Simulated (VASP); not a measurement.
```xyz
4
Lattice="3.6991 0.0000 0.0000 -1.8495 3.2035 0.0000 0.0000 0.0000 5.7021" Properties=species:S:1:pos:R:3 pbc="T T T"
Ru     0.0000     2.1357     5.6589
Ru     1.8495     1.0678     2.8079
P      0.0000     2.1357     2.1814
P      1.8495     1.0678     5.0325
```

All values below come from LDA (Ceperley-Alder, Perdew-Zunger), VASP's LDA PAW potentials (set 64) (plane waves; VASP). Settings: 400 eV cut-off, 11×11×6 Γ-centred mesh, tetrahedra with Blöchl corrections, potentials Ru_pv P.

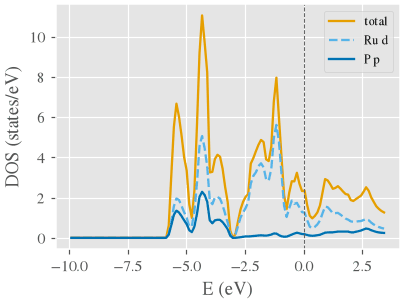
Figure: Total and projected density of states, zero at the Fermi level

Within 2 eV below the Fermi level the largest weight inside VASP's projection spheres is Ru d.

It has no gap at this level: it comes out as a metal or semimetal.

The structure was generated: RuP was put into the wurtzite type (P6_3mc), which need not be its known phase. It was relaxed first, which changed the volume by -32 %.
